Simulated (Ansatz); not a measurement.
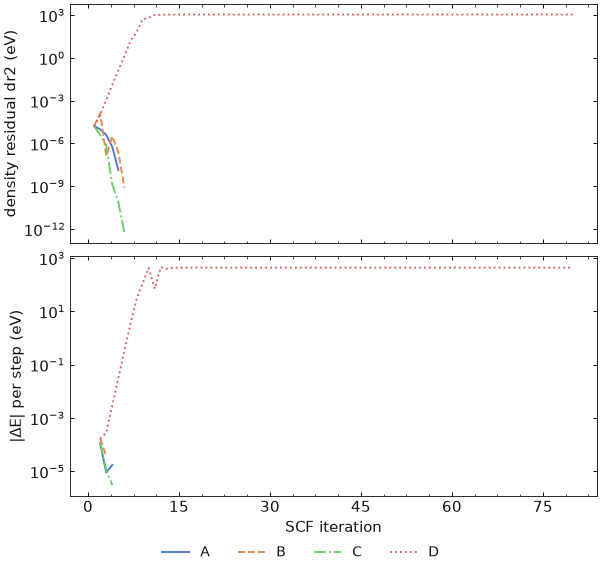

Several SCF runs on one cell, each with SCF settings of its own.
System: Cu (Fm-3m, 1 atom in the cell).
Method: DFT, PBE, PAW, plane waves, scalar-relativistic (Ansatz 0.2.0); cutoff 420 eV, 15×15×15 k-mesh, Fermi–Dirac smearing of 0.1 eV.
All start from atomic densities corrected by a trained network.

A: Broyden, beta 0.3, history 8, no preconditioner
B: Broyden, beta 1.0, history 8, no preconditioner
C: default SCF settings
D: linear mixing, beta 0.9, no preconditioner

Question: How did each run end?

Answer: Run A converged in 5 iterations. Run B converged in 6 iterations. Run C converged in 6 iterations. Run D stopped unconverged after 80 (the residual grew by about 8 orders of magnitude and ended in a two-step oscillation).

The converged runs agree in energy within 1 meV per atom.
